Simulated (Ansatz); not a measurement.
# HfSn3Se8: one candidate of a structure search, part 2 of 2

The task: take a trial cell of HfSn3Se8 to zero force and stress.

Ansatz 0.2.0; DFT PBE, scalar-relativistic, plane waves, PAW. The steps go on from the part before.

### 4 Changed: hubbard.sites [{species: Hf, l: d, u_eff: 5.0}], hubbard.double_counting fll, occupations.method tetrahedron_uncorrected, width left out

File input.yaml:

```yaml
crystal:
  lattice:
    - [3.8465625086, 0.0, 0.0]
    - [-1.9232812543, 3.3312208497, 0.0]
    - [0.0, 0.0, 28.0234447341]
  atoms:
    - { symbol: Hf, position: [0.0, 0.0, 0.5] }
    - { symbol: Sn, position: [0.0, 0.0, 0.0] }
    - { symbol: Sn, position: [0.0, 0.0, 0.2500319746] }
    - { symbol: Sn, position: [0.0, 0.0, 0.7499680254] }
    - { symbol: Se, position: [0.6666666667, 0.3333333333, 0.192809004] }
    - { symbol: Se, position: [0.6666666667, 0.3333333333, 0.4449010441] }
    - { symbol: Se, position: [0.6666666667, 0.3333333333, 0.6927491437] }
    - { symbol: Se, position: [0.6666666667, 0.3333333333, 0.9427790432] }
    - { symbol: Se, position: [0.3333333333, 0.6666666667, 0.0572209568] }
    - { symbol: Se, position: [0.3333333333, 0.6666666667, 0.3072508563] }
    - { symbol: Se, position: [0.3333333333, 0.6666666667, 0.5550989559] }
    - { symbol: Se, position: [0.3333333333, 0.6666666667, 0.807190996] }
basis:
  ecutwfc: 420
kpoints:
  mp_grid: { grid: [12, 12, 2] }
hamiltonian:
  xc: pbe
  hubbard: { sites: [{ species: Hf, l: d, u_eff: 5.0 }], double_counting: fll }
scf:
  occupations: { method: tetrahedron_uncorrected }
output:
  forces: true
  eigenvalues: true
  stress: true
```

Command:

```console
$ ansatz run input.yaml --threads 1 --pin off --max-ram 2560MiB --backend cpu --events-out ev --progress --plain --runs-dir out
```

The program printed, cut to the lines that bear on the results:

```text
Warning: RAYON_NUM_THREADS=1 ignored (pool sized by the plan → 1); use --threads N
Hf: projections on atomic orbitals take those of the free atom [Kr 4d10] 4f14 5s2 5p6 5d2 6s2, of charge +0.00 (hamiltonian.pseudopotentials.projection_atoms); the dataset's partial waves leave at most 4.9e-5 of an orbital's norm unspanned inside its sphere
Sn: projections on atomic orbitals take those of the free atom [Kr] 4d10 5s2 5p2, of charge +0.00 (hamiltonian.pseudopotentials.projection_atoms); the dataset's partial waves leave at most 5.0e-6 of an orbital's norm unspanned inside its sphere
Se: projections on atomic orbitals take those of the free atom [Ar] 3d10 4s2 4p4, of charge +0.00 (hamiltonian.pseudopotentials.projection_atoms); the dataset's partial waves leave at most 2.3e-6 of an orbital's norm unspanned inside its sphere
[...]
Pseudopotentials: kind: paw
[...]
SCF converged after 18 iterations
Free energy (F): -77549.323744 eV
[...]
E sigma→0 (E₀):  -77549.323744 eV
Fermi energy:    6.605439 eV
[...]
--- Forces (eV/Å), atoms counted from 1 ---
  atom   1  Hf     0.00000000     0.00000000     0.00000000
  atom   2  Sn    -0.00000000    -0.00000000     0.00000000
  atom   3  Sn     0.00000000    -0.00000000    -0.00025976
  atom   4  Sn    -0.00000000     0.00000000     0.00025976
  atom   5  Se    -0.00000000     0.00000000     0.00885653
  atom   6  Se    -0.00000000    -0.00000000    -0.35278546
  atom   7  Se     0.00000000     0.00000000     0.01130480
  atom   8  Se     0.00000000     0.00000000     0.00856120
[...]
--- Stress (GPa, compression-positive) ---
        1.264356      -0.000000       0.000000
        0.000000       1.264356      -0.000000
        0.000000      -0.000000       0.486172
  P = ⅓ Tr σ = 1.0050 GPa (10.050 kbar)
--- Band table (eV; the first three rows and the last of 38) ---
[...]
Occupation matrices written to <dir>
```

It took 89 s on 1 thread of Intel Xeon 6975P-C (Granite Rapids), shared host; peak memory 2.2 GiB.

| run | ending | energy change | pressure (GPa) | gap (eV) | force (eV/Å) | cycles | time |
| --- | --- | --- | --- | --- | --- | --- | --- |
| step 3 | converged | 0 | 0.0 | 0.45 | 0.01 | - | 7.5 min |
| variant | converged | +365.3 meV/atom (σ→0) (U changed: no physical gain or loss) | 1.0 | 0.61 | 0.35 | 18 | 89 s |

Changing the Hubbard U and smearing moves the energy by +365.3 meV/atom (σ→0 values), and the pressure goes from 0.0 to 1.0 GPa, the gap on the mesh goes from 0.45 to 0.61 eV and the largest force goes from 0.01 to 0.35 eV/Å. The U term adds an energy of its own, so the shift says nothing about which run is better.

### 5 Relaxation repeated from the relaxed cell

File input.yaml:

```yaml
crystal:
  lattice:
    - [3.8465625086, 0.0, 0.0]
    - [-1.9232812543, 3.3312208497, 0.0]
    - [0.0, 0.0, 28.0234447341]
  atoms:
    - { symbol: Hf, position: [0.0, 0.0, 0.5] }
    - { symbol: Sn, position: [0.0, 0.0, 0.0] }
    - { symbol: Sn, position: [0.0, 0.0, 0.2500319746] }
    - { symbol: Sn, position: [0.0, 0.0, 0.7499680254] }
    - { symbol: Se, position: [0.6666666667, 0.3333333333, 0.192809004] }
    - { symbol: Se, position: [0.6666666667, 0.3333333333, 0.4449010441] }
    - { symbol: Se, position: [0.6666666667, 0.3333333333, 0.6927491437] }
    - { symbol: Se, position: [0.6666666667, 0.3333333333, 0.9427790432] }
    - { symbol: Se, position: [0.3333333333, 0.6666666667, 0.0572209568] }
    - { symbol: Se, position: [0.3333333333, 0.6666666667, 0.3072508563] }
    - { symbol: Se, position: [0.3333333333, 0.6666666667, 0.5550989559] }
    - { symbol: Se, position: [0.3333333333, 0.6666666667, 0.807190996] }
basis:
  ecutwfc: 420
kpoints:
  mp_grid: { grid: [12, 12, 2] }
hamiltonian:
  xc: pbe
scf:
  occupations: { method: gaussian, width: 0.02 }
output:
  forces: true
  stress: true
  eigenvalues: true
  write_density: true
  write_potential: true
  elf: true
  volumetric_format: npy
relax:
  adjacent_minimum: "off"
  f_tol: 0.01
  max_steps: 80
  cell: { stress_tol: 0.05 }
```

Command:

```console
$ ansatz run input.yaml --threads 1 --pin off --max-ram 2560MiB --backend cpu --events-out ev --progress --plain --runs-dir out
```

The program printed, cut to the lines that bear on the results:

```text
Warning: RAYON_NUM_THREADS=1 ignored (pool sized by the plan → 1); use --threads N
[...]
Pseudopotentials: kind: paw
Pseudopotential: Hf, paw, valence charge 26, recommended cutoff 420 eV (normal), Hf.paw.azcp
Pseudopotential: Sn, paw, valence charge 14, recommended cutoff 420 eV (normal), Sn.paw.azcp
Pseudopotential: Se, paw, valence charge 16, recommended cutoff 420 eV (normal), Se.paw.azcp
Functional definition: PBE
[...]
Crystal: 12 atoms, lattice volume = 359.085 Å³
Basis set: ecut = 420 eV, 6993 PW (Γ), exchange–correlation on 54×54×384 points (8 copies of the dense FFT grid, shifted against one another)
Bands: 118, of which v1, the nominal top of the filled ones, is band 98 counted from 1 (97 counted from 0)
Symmetry: 12 space group operations
Space group: P-3m1 (ITA 164), of the structure as read, at distance tolerance 7.1e-5 Å
k-points: 38 of 288
[...]
  cell:  # Å, volume = 359.0854 Å³
    - [3.846562508604389, 0.0, 0.0]
    - [-1.9232812543021944, 3.3312208496961992, 0.0]
    - [0.0, 0.0, 28.0234447341]
  atoms:
    - { symbol: Hf, position: [0.0, 0.0, 0.5] }
    - { symbol: Sn, position: [0.0, 0.0, 0.0] }
    - { symbol: Sn, position: [0.0, 0.0, 0.2500319746] }
    - { symbol: Sn, position: [0.0, 0.0, 0.7499680254] }
    - { symbol: Se, position: [0.6666666666666665, 0.3333333333333333, 0.192809004] }
    - { symbol: Se, position: [0.6666666666666665, 0.3333333333333333, 0.4449010441] }
    - { symbol: Se, position: [0.6666666666666665, 0.3333333333333333, 0.6927491437] }
    - { symbol: Se, position: [0.6666666666666665, 0.3333333333333333, 0.9427790432] }
    - { symbol: Se, position: [0.3333333333333333, 0.6666666666666666, 0.0572209568] }
    - { symbol: Se, position: [0.3333333333333333, 0.6666666666666666, 0.30725085629999993] }
    - { symbol: Se, position: [0.3333333333333333, 0.6666666666666666, 0.5550989559] }
    - { symbol: Se, position: [0.3333333333333333, 0.6666666666666666, 0.807190996] }
```

Wall time 1.9 min (1 thread of Intel Xeon 6975P-C (Granite Rapids), shared host); peak memory 1.4 GiB.

Relaxation path:

| step | E - E(step 1) (eV/cell) | largest force component (eV/Å) | pressure (GPa) | volume (Å³) |
| --- | --- | --- | --- | --- |
| 1 | 0.0000 | 0.0088 | -0.02 | 359.09 |
| 2 | 0.0000 | 0.0088 | -0.02 | 359.09 |

Step 1 is the start. Step 2 repeats the geometry before it on a plane-wave basis chosen anew for that cell, so its energy need not be comparable with the rows above.

|  | before | after | change |
| --- | --- | --- | --- |
| a (Å) | 3.847 | 3.847 | 0.0 % |
| b (Å) | 3.847 | 3.847 | 0.0 % |
| c (Å) | 28.023 | 28.023 | 0.0 % |
| volume (Å³/atom) | 29.92 | 29.92 | 0.0 % |
| shortest distance (Å) | 2.705 | 2.705 | 0.0 % |
| space group (0.01 Å) | P-3m1 | P-3m1 | same |

The run keeps the 12 symmetry operations of the start, so it could not have lowered the symmetry.

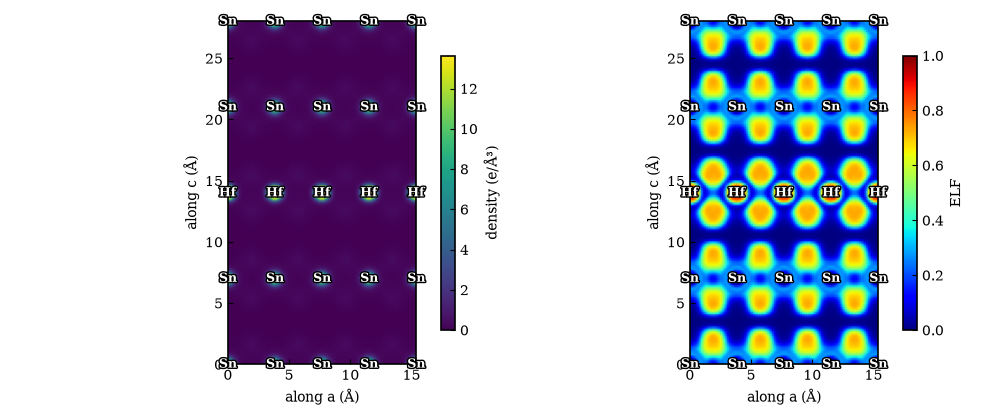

Density (left) and ELF (right) in a lattice plane of the grid's cell (edges 3.85 and 28.02 Å, at 0.000 of the third edge), which holds Hf and Sn. Only atoms in the plane are labelled; the density scale stops at 13.64 e/Å³. Both are smooth fields of the valence electrons: close to the nuclei they are not physical.

The highest ELF values outside the cores: 0.87 beside Se, off the lines to its neighbours, 0.9 Å from Se; 0.80 on the Se–Sn line, 0.9 Å from Se.

### 6 Results

This closing draws on all 2 parts. Changes of volume or cell count from the first structure of part 1.

| quantity | value |
| --- | --- |
| symmetry at the end (tolerance 0.02 Å) | space group P-3m1 (No. 164) |
| conventional cell | a = 3.847 Å, b = 3.847 Å, c = 28.023 Å, α = 90.00°, β = 90.00°, γ = 120.00° |
| volume | 29.92 Å³/atom |
| energy over the elements, grey Sn | -0.59 eV/atom |
| gap on the mesh | 0.45 eV |

In words: The space group P-3m1 (No. 164) is kept, and the volume per atom grows by 8.8 % from the first guess. A negative formation energy is needed for stability but isn't enough; other structures and compounds were not set against it here. No finished test with a distortion of lower symmetry is shown, so the end may be a saddle point. These runs have no spin-orbit coupling; with Hf it would split and shift bands. Layers here are held mostly by dispersion, which this level lacks, so their spacing and the stiffness across them are unreliable there.
